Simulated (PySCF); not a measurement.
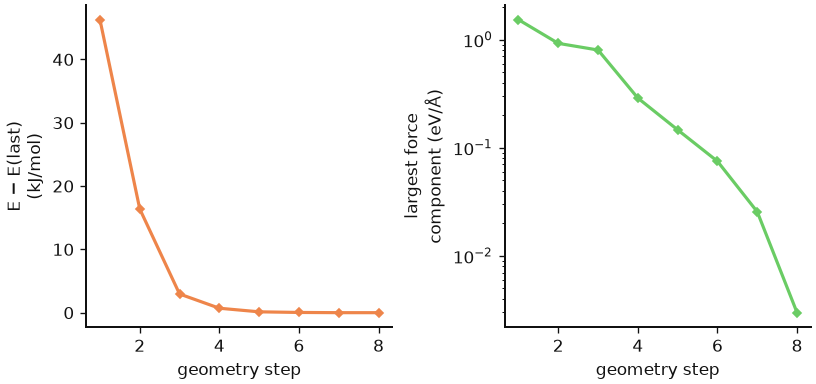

History of a geometry optimisation. The start has point group C2v, which is kept. A held symmetry can leave a saddle point.

The run: Be2S2 molecule, by RKS-based PBE0, Be def2-TZVP, S def2-TZVP; non-relativistic Hamiltonian; density fitting in PySCF.

> How did the optimisation end?

The optimisation met its thresholds at geometry 8, counting the start as the first. The energy fell by about 46 kJ/mol from the first step to the last. The largest force component goes from about 1.5 eV/Å at the start to 3 × 10⁻³ eV/Å at the end.

> By which step was nine tenths of the energy gained?

By step 3 of 8.
